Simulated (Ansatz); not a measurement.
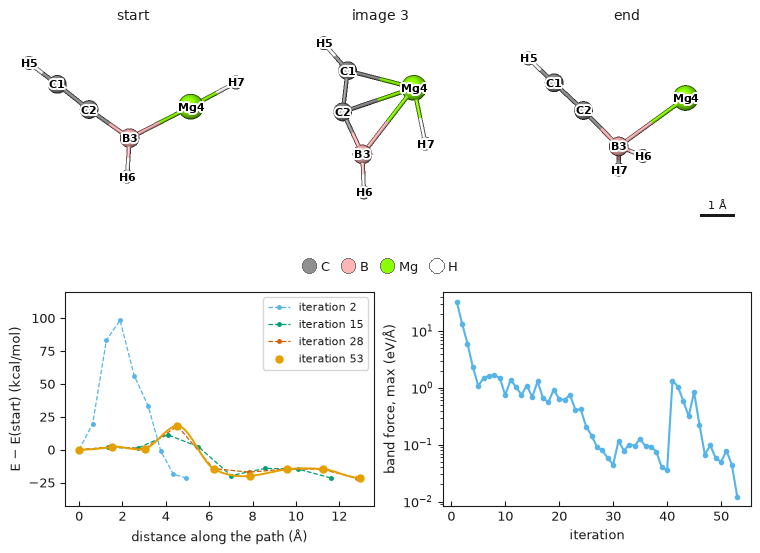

NEB run on C2H3BMg. Images are numbered from 0 (start) to 8 (end). The plot follows the band through its iterations. The picture is a ball-and-stick view, seen from a free direction.

Level of theory: Ansatz 0.2.0, RKS B3LYP-D4/def2-SVP. Set-up: 7 movable images; climbing image; force threshold 0.03 eV/Å; iteration limit 60; starting path through a guess of the saddle point.

Question: How did the profile develop, and is the result final?

Answer: The run is converged, with reservations. The band converged in 53 iterations. The largest component of the band force went from 33 to 0.012 eV/Å. The climbing image converged on the top of the path. Its vibrational analysis gives one imaginary mode (708i cm⁻¹), as a transition state must have. The first iteration put the highest image at 198.7 kcal/mol. Forward barrier 18.2 kcal/mol, backward barrier 39.6 kcal/mol, with image 3 at the top; the reaction energy is −21.4 kcal/mol. The profile has 3 maxima (images 1, 3, 7) with a dip at image 2, 5 (+0.8 kcal/mol, −19.9 kcal/mol), so the process runs in steps.
